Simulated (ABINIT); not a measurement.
**BaH2 (P6_3/mmc): Bethe-Salpeter spectra with ABINIT**

Aim: follow the lowest exciton of BaH2 (P6_3/mmc) as the mesh is refined.

Calculated with ABINIT 10.8.3; PBEsol and many-body steps on it, plane waves.

**1. Starting point**

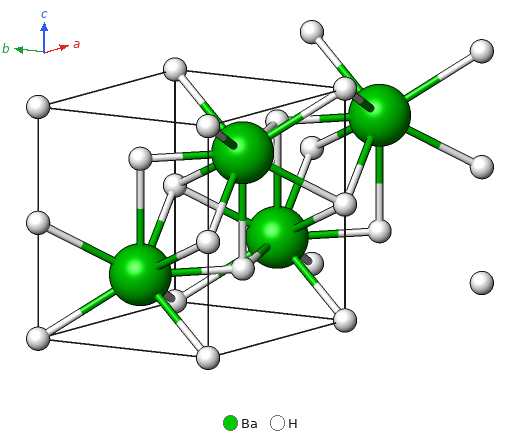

Start, viewed from a free direction; barium green, hydrogen white. 2×1×1 cells are drawn. Bonds to atoms that aren't drawn are left out. Some periodic images of atoms are drawn too.

The cell and positions are those that the Materials Project relaxed with its own functionals (PBE, PBE+U or r2SCAN), kept fixed. Spin-orbit coupling is left out unless a step names it.

**2. Empty states on the mesh, 3×3×2 mesh, 234 bands**

This step: ABINIT 10.8.3; DFT, PBEsol, plane waves, norm-conserving pseudopotentials.

The sums over transitions need many empty states on a uniform mesh; this step solves for them.

run.abi

```
acell 3*1.0 Angstrom
rprim 
  4.462025052349 0.000000000014 0.000000000000
  -2.231012526186 3.864227047650 0.000000000000
  0.000000000000 0.000000000000 6.055292590000
ntypat 2
znucl 56 1
natom 6
typat 1 1 2 2 2 2
xred 
  0.666666666667 0.333333333333 0.750000000000
  0.333333333333 0.666666666667 0.250000000000
  0.333333333333 0.666666666667 0.750000000000
  0.666666666667 0.333333333333 0.250000000000
  0.000000000000 0.000000000000 0.500000000000
  0.000000000000 0.000000000000 0.000000000000
pp_dirpath "pseudos"
pseudos "Ba.upf, H.upf"
ecut 32
ngkpt 3 3 2
nshiftk 1
shiftk 0 0 0
kptopt 1
chksymbreak 0
iscf -2
irdden 1
istwfk *1
nband 234
nbdbuf 20
tolwfr 1e-09
nstep 60
prtvol 0
indata_prefix "in"
outdata_prefix "out"
tmpdata_prefix "tmp"
```

Run with:

```bash
OMP_NUM_THREADS=1 mpirun -n 4 abinit run.abi > log
```

Numbers of over 12 decimals in the logs are rounded to 6 here.

Output:

```text
.Version 10.8.3 of ABINIT. v10.8.2 released Aug 2026.

 Symmetries : space group P6_3/m m c (#194); Bravais hP (primitive hexag.)
[... echo of the input left out ...]
== DATASET  1 ==================================================================
-   mpi_nproc: 4, omp_nthreads: 1 (-1 if OMP is not activated)

--- !DatasetInfo
iteration_state: {dtset: 1, }
dimensions: {natom: 6, nkpt: 6, mband: 234, nsppol: 1, nspinor: 1, nspden: 1, mpw: 6126, }
cutoff_energies: {ecut:  32.0, pawecutdg:  -1.0, }
[...]
3.14903    3.14903    3.15676    3.15676    3.17752    3.17752    3.19466    3.20193
   3.20193    3.21224    3.23366    3.23366    3.26511    3.27346    3.28263    3.31081
   3.31321    3.32007
 prteigrs : prtvol=0 or 1, do not print more k-points.

== END DATASET(S) ==============================================================
================================================================================

 -outvars: echo values of variables after computation  --------
            nband         234
             nkpt           6
          spgroup         194
 [... the other variables as echoed above ...]

 Calculation completed.
```

Elapsed: 2 min, on 4 MPI ranks of Arm Neoverse V1, shared host; peak memory 0.46 GiB.

This step gave:

```
gap                                                           : 1.473 eV
k of the valence top                                          : 0, 0, 0
k of the conduction bottom                                    : 0.3333, 0.3333, 0.5
least direct gap                                              : 2.725 eV
k points computed                                             : 6
lowest point of the top converged band, above the valence top : 80.2126 eV
```

On this mesh the gap is 1.473 eV.

The density comes from a self-consistent run that is not shown.

**3. Screening, 3×3×2 mesh, 214 bands, screening to 149.7 eV**

The RPA dielectric matrix is built and inverted for each q.

This step: RPA screening on PBEsol, plane waves, norm-conserving pseudopotentials.

run.abi, as its differences from that of step 2:

```diff
@@ -24,10 +24,11 @@
 chksymbreak 0
-iscf -2
-irdden 1
 istwfk *1
-nband 234
-nbdbuf 20
-tolwfr 1e-09
-nstep 60
-prtvol 0
+occopt 1
+irdwfk 1
+optdriver 3
+nband 214
+ecuteps 5.5
+inclvkb 2
+awtr 1
+symchi 1
 indata_prefix "in"
```

Output:

```text
.Version 10.8.3 of ABINIT. v10.8.2 released Aug 2026.

 Symmetries : space group P6_3/m m c (#194); Bravais hP (primitive hexag.)
[... echo of the input left out ...]
== DATASET  1 ==================================================================
-   mpi_nproc: 4, omp_nthreads: 1 (-1 if OMP is not activated)

--- !DatasetInfo
iteration_state: {dtset: 1, }
dimensions: {natom: 6, nkpt: 6, mband: 214, nsppol: 1, nspinor: 1, nspden: 1, mpw: 6126, }
cutoff_energies: {ecut:  32.0, pawecutdg:  -1.0, }
[...]
--------------------------------------------------------------------------------
[... chi0 elements left out ...]
 For q-point:  0.000010 0.000020 0.000030
  dielectric constant =   5.8417
  dielectric constant without local fields =   6.5044

  Average fulfillment of the sum rule on Im[epsilon] for q-point    1 :     95.73  [%]
[... wings left out ...]
  q-point number  2        q = ( 0.333333, 0.000000, 0.000000) [r.l.u.]
--------------------------------------------------------------------------------
[... chi0 elements left out ...]
  Average fulfillment of the sum rule on Im[epsilon] for q-point    2 :     99.36  [%]

 [... 4 further q-points ...]
```

Run time: 60 s. Hardware: 4 MPI ranks; peak memory 2.1 GiB.

Numbers from this step:

```yaml
eps_infinity_with_local_fields_on_this_mesh_along_the_program_s_q_direction: 5.842
the_same_without_local_fields: 6.504
plasma_frequency: 17.80 eV
plane_waves_in_the_screening_matrix: 451
```

Local fields lower ε∞ by 10 %. On a Γ-centred mesh this coarse the value itself is usually too large, while a short band sum pulls it down.

**4. Self-energy, 3×3×2 mesh, 214 bands, screening to 149.7 eV**

The self-energy is evaluated for the states that the input lists, and the levels follow from it, in one-shot runs by the linearised quasiparticle equation.

This step: G0W0 on PBEsol, plane waves, norm-conserving pseudopotentials.

run.abi, as its differences from that of step 3:

```diff
@@ -27,8 +27,17 @@
 irdwfk 1
-optdriver 3
+optdriver 4
 nband 214
+gwcalctyp 0
+ecutsigx 32
+symsigma 1
+nkptgw 2
+kptgw 
+  0.0000000000 0.0000000000 0.0000000000
+  0.3333333333 0.3333333333 0.5000000000
+bdgw 
+  11 14
+  11 14
 ecuteps 5.5
-inclvkb 2
-awtr 1
-symchi 1
+irdscr 1
+ppmodel 1
 indata_prefix "in"
```

Output:

```text
.Version 10.8.3 of ABINIT. v10.8.2 released Aug 2026.

 Symmetries : space group P6_3/m m c (#194); Bravais hP (primitive hexag.)
[... echo of the input left out ...]
== DATASET  1 ==================================================================
-   mpi_nproc: 4, omp_nthreads: 1 (-1 if OMP is not activated)

--- !DatasetInfo
iteration_state: {dtset: 1, }
dimensions: {natom: 6, nkpt: 6, mband: 214, nsppol: 1, nspinor: 1, nspden: 1, mpw: 6126, }
cutoff_energies: {ecut:  32.0, pawecutdg:  -1.0, }
[...]
Band     E0 <VxcDFT>   SigX SigC(E0)      Z dSigC/dE  Sig(E)    E-E0       E
[...]
13   5.605  -8.695  -4.279  -3.710   0.813  -0.229  -8.121   0.574   6.178
       14   5.605  -8.695  -4.279  -3.710   0.813  -0.229  -8.121   0.574   6.178

== END DATASET(S) ==============================================================
================================================================================

 -outvars: echo values of variables after computation  --------
           etotal      0.0000000000E+00
            nband         214
             nkpt           6
          spgroup         194
 [... the other variables as echoed above ...]

 Calculation completed.
```

The job ended after 33 s (4 MPI ranks; peak memory 2 GiB; 2.2 min of CPU time).

Numbers from this step:

* G0W0 gap on the points computed: 3.034 eV
* starting gap on the mesh: 1.473 eV
* k of the valence top: 0, 0, 0
* k of the conduction bottom: 0.3333, 0.3333, 0.5
* least direct G0W0 gap on the computed points: 4.337 eV

The gap on the mesh goes from 1.47 eV to 3.03 eV, a correction of +1.56 eV.

The gap opens by 1.561 eV; the next steps shift the empty bands rigidly by 1.561 eV. The least direct G0W0 gap is 4.337 eV, so this shift leaves the direct transitions −0.05 eV off.

**5. Excitons**

Light makes an electron and a hole together. The Bethe-Salpeter equation adds their screened attraction and their exchange, in a window of bands around the gap.

This step: Bethe-Salpeter equation on PBEsol with a scissors shift, plane waves, norm-conserving pseudopotentials.

run.abi, as its differences from that of step 4:

```diff
@@ -27,17 +27,17 @@
 irdwfk 1
-optdriver 4
-nband 214
-gwcalctyp 0
-ecutsigx 32
-symsigma 1
-nkptgw 2
-kptgw 
-  0.0000000000 0.0000000000 0.0000000000
-  0.3333333333 0.3333333333 0.5000000000
-bdgw 
-  11 14
-  11 14
-ecuteps 5.5
+optdriver 99
+bs_calctype 1
+mbpt_sciss 1.561 eV
+bs_loband 9
+nband 22
+bs_exchange_term 1
+bs_coulomb_term 11
+bs_coupling 0
+bs_algorithm 1
+bs_freq_mesh 0 10 0.1 eV
+zcut 0.15 eV
+ecuteps 4
+ecutwfn 16
+inclvkb 2
 irdscr 1
-ppmodel 1
 indata_prefix "in"
```

Output:

```text
.Version 10.8.3 of ABINIT. v10.8.2 released Aug 2026.

 Symmetries : space group P6_3/m m c (#194); Bravais hP (primitive hexag.)
[... echo of the input left out ...]
== DATASET  1 ==================================================================
-   mpi_nproc: 4, omp_nthreads: 1 (-1 if OMP is not activated)

--- !DatasetInfo
iteration_state: {dtset: 1, }
dimensions: {natom: 6, nkpt: 6, mband: 22, nsppol: 1, nspinor: 1, nspden: 1, mpw: 2168, }
cutoff_energies: {ecut:  16.0, pawecutdg:  -1.0, }
electrons: {nelect:   2.40000000E+01, charge:   0.00000000E+00, occopt:   1.00000000E+00, tsmear:   1.00000000E-02, }

 Exciton: Calculation of dielectric properties by solving the Bethe-Salpeter equation
 in frequency domain and reciprocal space on a transitions basis set.
 Based on a program developed by L. Reining, V. Olevano, F. Sottile,
 S. Albrecht, and G. Onida. Incorporated in ABINIT by M. Giantomassi.

.Using double precision arithmetic ; gwpc =  8

[... cell and pseudopotentials left out ...]
--------------------------------------------------------------------------------

 ==== K-mesh for the wavefunctions ====
 Number of points in the irreducible wedge :     6
[... list of points left out ...]
 Together with 24 symmetry operations and time-reversal symmetry
 yields    18 points in the full Brillouin Zone.

 ==== Q-mesh for the screening function ====
 Number of points in the irreducible wedge :     6
[... list of points left out ...]
 Together with 24 symmetry operations and time-reversal symmetry
 yields    18 points in the full Brillouin Zone.

 vcoul_init : cutoff-mode = AUXILIARY_FUNCTION
 q-points for optical limit:   1
     1)      0.000010    0.000020    0.000030
 setmesh: FFT mesh size selected  =    20x   20x   32
          total number of points  =        12800

 ==== Fundamental parameters for the solution of the Bethe-Salpeter equation: ====
 Algorithm: Direct diagonalization.
 Dimension of the v, W matrices,  npweps  = 287
 Cutoff for the wavefunctions,    npwwfn  = 2163
 Number of k-points in the IBZ,   nkibz   = 6
 Highest empty band included,     nband   = 22
 === Spin UP ===
 Number of resonant transitions          720
 Lowest occupied state                   9
 Highest occupied state                  12
 Lowest unoccupied state                 13
 Highest unoccupied state                22
 Minimum frequency [eV]           Emin    =   0.00
 Maximum frequency [eV]           Emax    =  10.00
 Frequency step [eV]              dE      =   0.10
 Lorentzian broadening [eV]       eta     =   0.15
 RPA L0 with KS energies and KS wavefunctions
 Scissors operator energy [eV] =          1.56
 Local fields effects (v term) included
 Excitonic effects (W term) included
 Full W_GG' included
 W is read from an external SCR file
 Resonant-only calculation (Hermitian case)

 Calculating epsilon_Macro(q-->0,w), along the following directions:
 q = (  1.162202  0.000000  0.000000) [r.l.u.]
 q = (  0.000000  1.162202  0.000000) [r.l.u.]
 q = (  0.000000  0.000000  1.821185) [r.l.u.]
 q = (  1.341995 -0.670998  0.000000) [r.l.u.]
 q = (  0.000000  1.162202  0.000000) [r.l.u.]
 q = (  0.000000  0.000000  1.821185) [r.l.u.]
 Number of electrons calculated from density =   23.9992; Expected =   24.0000
 average of density, n =  0.034062
 r_s =    1.9137
 omega_plasma =   17.8029 [eV]

. Writing resonant excitonic Hamiltonian on file out_BSR; file size=   0.00 [Gb].
 Direct diagonalization of the resonant excitonic Hamiltonian, Matrix size= 720
. Using LAPACK sequential version.
 Excitonic eigenvalues in eV up to n=   32
   3.74149   3.74202   4.01772   4.04741   4.04849   4.06037   4.06395   4.06578
   4.07172   4.07273   4.07335   4.07495   4.07918   4.07953   4.08024   4.08129
   4.10647   4.10767   4.28436   4.28730   4.29520   4.29810   4.29970   4.30134
   4.30267   4.30397   4.30951   4.30968   4.75426   4.75437   4.81343   4.81347

 First excitonic eigenvalue=    3.74 [eV]
 Last  excitonic eigenvalue=   11.43 [eV]

 GW  direct gap       4.29  0.00 [eV]
 EXC direct gap       3.74  0.00 [eV]
 EXC binding energy   0.55  0.00 [eV]

 Excitonic eigenvalues up to the GW energy gap [eV]
  1 (  3.74  0.00)
  2 (  3.74  0.00)
  3 (  4.02  0.00)
  4 (  4.05  0.00)
  5 (  4.05  0.00)
  6 (  4.06  0.00)
[...]
17 (  4.11  0.00)
 18 (  4.11  0.00)
 19 (  4.28  0.00)

 Macroscopic dielectric function:
 omega [eV] <KS_RPA_nlf>  <GW_RPA_nlf>  <BSE>
   0.0000   5.6553   0.0000   4.3632   0.0000   4.9921   0.0000
   0.1000   5.6586   0.0100   4.3643   0.0033   4.9939   0.0055
   0.2000   5.6685   0.0201   4.3675   0.0065   4.9994   0.0110
   0.3000   5.6852   0.0304   4.3729   0.0098   5.0085   0.0166
   0.4000   5.7088   0.0411   4.3805   0.0132   5.0215   0.0223
   0.5000   5.7397   0.0524   4.3904   0.0166   5.0382   0.0282
   0.6000   5.7781   0.0642   4.4026   0.0201   5.0589   0.0343
   0.7000   5.8246   0.0769   4.4171   0.0236   5.0837   0.0406
   0.8000   5.8798   0.0907   4.4340   0.0273   5.1128   0.0472
   0.9000   5.9445   0.1057   4.4534   0.0312   5.1464   0.0542

 Writing KS-RPA macroscopic dielectric function without local fields to file: out_RPA_NLF_MDF
 Writing GW-RPA macroscopic dielectric function without local fields to file: out_GW_NLF_MDF
 Writing EXC Macroscopic dielectric function to file: out_EXC_MDF

== END DATASET(S) ==============================================================
================================================================================

 -outvars: echo values of variables after computation  --------
           etotal      0.0000000000E+00
            nband          22
             nkpt           6
          spgroup         194
 [... the other variables as echoed above ...]

 Calculation completed.
```

Wall time 13 s (4 MPI ranks); peak memory 0.41 GiB.

This step gave:

| Property | Result |
| --- | --- |
| direct gap of the transition levels | 4.286 eV |
| transitions in the window | 720 |
| first strong exciton (over a fiftieth of the strongest listed) | 3.741 eV |
| lowest state | 3.741 eV |
| binding of the lowest state below the direct gap | 0.5448 eV |
| Coulomb term of one mesh cell | 0.5673 eV |

The binding is 0.96 times the screened Coulomb term of one mesh cell (0.57 eV), so it is not shown settled.

The lowest state lies at 3.741 eV, 0.545 eV under the direct gap.

Lines within 3 meV are set at the lowest of them, and the highest group, which the list may cut short, is left out; lines within 3 meV are set at the lowest of them, and the highest group, which the list may cut short, is left out. Lines of the exciton spectrum (strongest = 100):

| position (eV) | lines merged | oscillator strength, relative |
| --- | --- | --- |
| 3.741 | 2 | 100 |
| 4.018 | 1 | 28 |
| 4.047 | 2 | 0.0 |
| 4.060 | 1 | 0.0 |
| 4.064 | 2 | 17 |

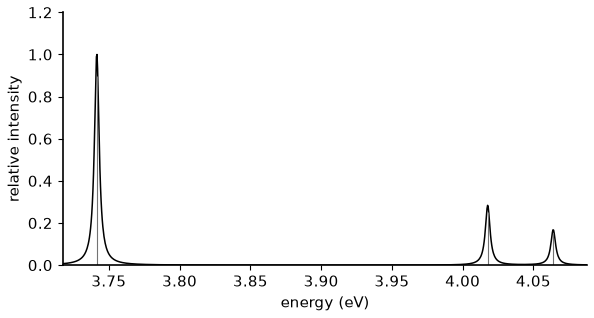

The exciton spectrum, broadened with Lorentzians of width 0.0040 eV; bars mark the lines.

The ε₂ has structure finer than the step of the table below, so its rows give means over 0.5 eV, whole bins alone (the curve runs from 0 to 10 eV). Peaks (eV: height): BSE 3.80: 13.8, 5.10: 10.0, 6.00: 8.84, 7.10: 6.75; no electron-hole interaction 4.60: 13.0, 5.60: 7.44, 6.50: 10.2, 7.70: 7.37; Kohn-Sham, no shift 3.00: 12.6, 4.10: 7.51, 5.00: 10.5, 6.10: 7.61.

Mean over the three Cartesian directions of q; broadening 0.15 eV; transition window only. Limits: finite bands, cutoff and mesh; no spin-orbit coupling; coarse k mesh; exciton not shown settled in the k mesh. ε₂ against photon energy; means over each step:

```csv
photon energy (eV),BSE,no electron-hole interaction,"Kohn-Sham, no shift"
0.5,0.0284,0.0167,0.0532
1.0,0.0621,0.0355,0.125
1.5,0.109,0.0593,0.259
2.0,0.188,0.0934,0.655
2.5,0.355,0.150,3.98
3.0,0.899,0.263,10.1
3.5,6.06,0.591,3.71
4.0,11.5,3.14,5.14
4.5,4.70,10.1,5.14
5.0,7.01,4.44,7.77
5.5,4.98,4.81,2.66
6.0,6.85,5.00,5.67
6.5,2.54,8.01,5.80
7.0,5.28,2.88,3.89
7.5,4.55,5.23,2.53
8.0,2.43,6.07,1.08
8.5,1.67,4.08,1.54
9.0,0.777,2.68,0.964
9.5,1.17,1.15,1.52
```

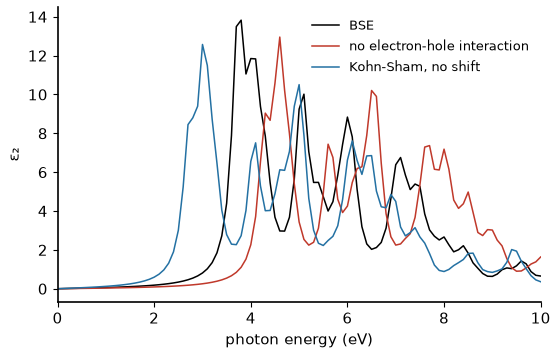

ε₂ against photon energy.

**6. Triplet (no exchange term)**

run.abi, as its differences from that of step 5:

```diff
@@ -31,4 +31,4 @@
 bs_loband 9
-nband 22
-bs_exchange_term 1
+nband 18
+bs_exchange_term 0
 bs_coulomb_term 11
@@ -36,3 +36,3 @@
 bs_algorithm 1
-bs_freq_mesh 0 10 0.1 eV
+bs_freq_mesh 0 8 0.05 eV
 zcut 0.15 eV
```

Output:

```text
.Version 10.8.3 of ABINIT. v10.8.2 released Aug 2026.

 Symmetries : space group P6_3/m m c (#194); Bravais hP (primitive hexag.)
[... echo of the input left out ...]
== DATASET  1 ==================================================================
-   mpi_nproc: 4, omp_nthreads: 1 (-1 if OMP is not activated)

--- !DatasetInfo
iteration_state: {dtset: 1, }
dimensions: {natom: 6, nkpt: 6, mband: 18, nsppol: 1, nspinor: 1, nspden: 1, mpw: 2168, }
cutoff_energies: {ecut:  16.0, pawecutdg:  -1.0, }
electrons: {nelect:   2.40000000E+01, charge:   0.00000000E+00, occopt:   1.00000000E+00, tsmear:   1.00000000E-02, }

 Exciton: Calculation of dielectric properties by solving the Bethe-Salpeter equation
 in frequency domain and reciprocal space on a transitions basis set.
 Based on a program developed by L. Reining, V. Olevano, F. Sottile,
 S. Albrecht, and G. Onida. Incorporated in ABINIT by M. Giantomassi.

.Using double precision arithmetic ; gwpc =  8

[... cell and pseudopotentials left out ...]
--------------------------------------------------------------------------------

 ==== K-mesh for the wavefunctions ====
 Number of points in the irreducible wedge :     6
[... list of points left out ...]
 Together with 24 symmetry operations and time-reversal symmetry
 yields    18 points in the full Brillouin Zone.

 ==== Q-mesh for the screening function ====
 Number of points in the irreducible wedge :     6
[... list of points left out ...]
 Together with 24 symmetry operations and time-reversal symmetry
 yields    18 points in the full Brillouin Zone.

 vcoul_init : cutoff-mode = AUXILIARY_FUNCTION
 q-points for optical limit:   1
     1)      0.000010    0.000020    0.000030
 setmesh: FFT mesh size selected  =    20x   20x   32
[...]
average of density, n =  0.034062
 r_s =    1.9137
 omega_plasma =   17.8029 [eV]

. Writing resonant excitonic Hamiltonian on file out_BSR; file size=   0.00 [Gb].
 Direct diagonalization of the resonant excitonic Hamiltonian, Matrix size= 432
. Using LAPACK sequential version.
 Excitonic eigenvalues in eV up to n=   32
   3.69159   3.69279   3.84700   3.85032   3.98966   3.99202   4.01472   4.01697
   4.04827   4.04906   4.06887   4.07132   4.07292   4.07454   4.07865   4.07893
   4.08003   4.08085   4.20875   4.21334   4.21528   4.21986   4.29219   4.29560
   4.29576   4.29875   4.31004   4.31034   4.75368   4.75371   4.79636   4.79644

 First excitonic eigenvalue=    3.69 [eV]
 Last  excitonic eigenvalue=    9.30 [eV]

 GW  direct gap       4.29  0.00 [eV]
 EXC direct gap       3.69  0.00 [eV]
 EXC binding energy   0.59  0.00 [eV]

 Excitonic eigenvalues up to the GW energy gap [eV]
  1 (  3.69  0.00)
  2 (  3.69  0.00)
  3 (  3.85  0.00)
[...]
21 (  4.22  0.00)
 22 (  4.22  0.00)

 Macroscopic dielectric function:
 omega [eV] <KS_RPA_nlf>  <GW_RPA_nlf>  <BSE>
   0.0000   5.3509   0.0000   4.1091   0.0000   4.8743   0.0000
   0.0500   5.3517   0.0049   4.1093   0.0016   4.8748   0.0031
   0.1000   5.3541   0.0098   4.1101   0.0032   4.8763   0.0062
[...]
0.4000   5.4036   0.0405   4.1260   0.0128   4.9072   0.0251
   0.4500   5.4179   0.0460   4.1305   0.0145   4.9161   0.0284

 Writing KS-RPA macroscopic dielectric function without local fields to file: out_RPA_NLF_MDF
 Writing GW-RPA macroscopic dielectric function without local fields to file: out_GW_NLF_MDF
 Writing EXC Macroscopic dielectric function to file: out_EXC_MDF

== END DATASET(S) ==============================================================
================================================================================

 -outvars: echo values of variables after computation  --------
           etotal      0.0000000000E+00
            nband          18
             nkpt           6
          spgroup         194
 [... the other variables as echoed above ...]

 Calculation completed.
```

Elapsed: 6.5 s, on 4 MPI ranks; peak memory 0.38 GiB; 26 s of CPU time.

The lowest triplet lies at 3.692 eV; without spin-orbit coupling triplets are dark, so no spectrum is read.

[end of part 1 of 3]

[Paths, hosts, dates, memory and timing lines, banners, echoed tables and standing remarks are left out of the program output.]

[Logs are printed without paths, hosts, clocks, repeated set-up lines and the standing remarks that a program may print on its own settings, such as how far it seeks lower states.]

[Runs of the session that timed out or met a known fault of the program may be left out.]

[Hosts, paths, dates, database ids (printed as entryN), source tags and the programs' standing remarks are cut or masked in the printed files.]

[G0W0 gaps are taken among the corrected bands and points alone; a level outside them can change the order at an edge.]

[Where Ansatz stands beside ABINIT at settings called matched, ABINIT's density can come from a denser mesh and the files from another edition; pairs whose starting gaps differed by over 0.03 eV were left out, so agreement reads better than it is.]
